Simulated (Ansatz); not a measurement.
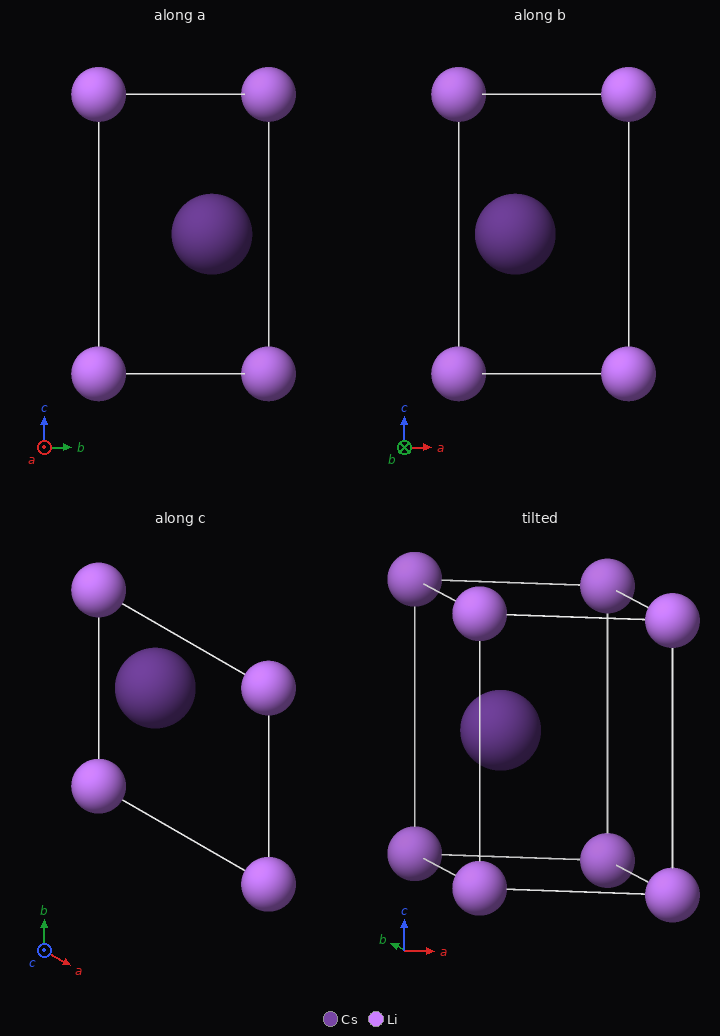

Structure drawing (spheres-only), viewed along the a axis, along the b axis, along the c axis and slightly off an axis. The conventional unit cell is drawn as a box.

Lattice parameters: a = 4.464 Å, b = 4.464 Å, c = 6.357 Å, α = 90.00°, β = 90.00°, γ = 120.00°.

> Write down what is shown as a table of Wyckoff sites.

Space group P-6m2 (No. 187).
| atom | site | x | y | z |
| --- | --- | --- | --- | --- |
| Cs | 1d | 0.3333 | 0.6667 | 0.5000 |
| Li | 1a | 0.0000 | 0.0000 | 0.0000 |

Its origin is a structure type filled with these elements by a generator (whether the compound takes this form wasn't checked). A relaxation with Ansatz, DFT PBE+D3(BJ), scalar-relativistic, plane waves, PAW gave the geometry drawn.
